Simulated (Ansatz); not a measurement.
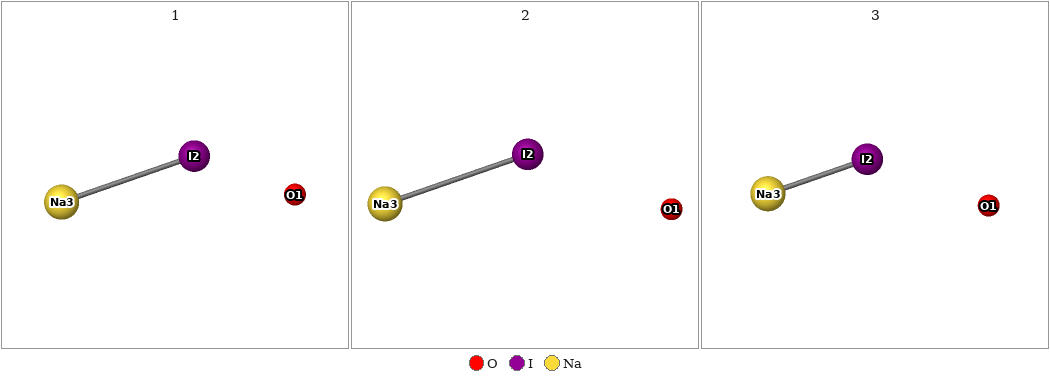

The system O + INa, spin multiplicity 3. The first coordinate is: distance O1–I2; the second: distance I2–Na3. Nothing is relaxed (the angle O1–I2–Na3 is fixed at 140 degrees). The grid has 11 × 11 points. Points are written as (first, second). All energies are given in kJ/mol relative to the lowest grid point. These are results of UKS PBE0-D4/def2-SVPD (Ansatz), not measurements.

The numbered pictures are structures from this grid.

> Which is the most stable, and how do the others follow?

3, at (3.150 Å, 2.560 Å): 19 kJ/mol; 1, at (2.615 Å, 3.415 Å): 43 kJ/mol; 2, at (3.733 Å, 3.675 Å): 95 kJ/mol.

The map, with the structures marked:

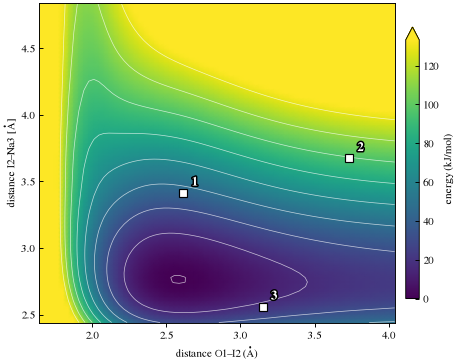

Drawn: a smooth colour map with a few white contour lines, one colour for all values above the top of the scale. Between grid points the surface is interpolated.
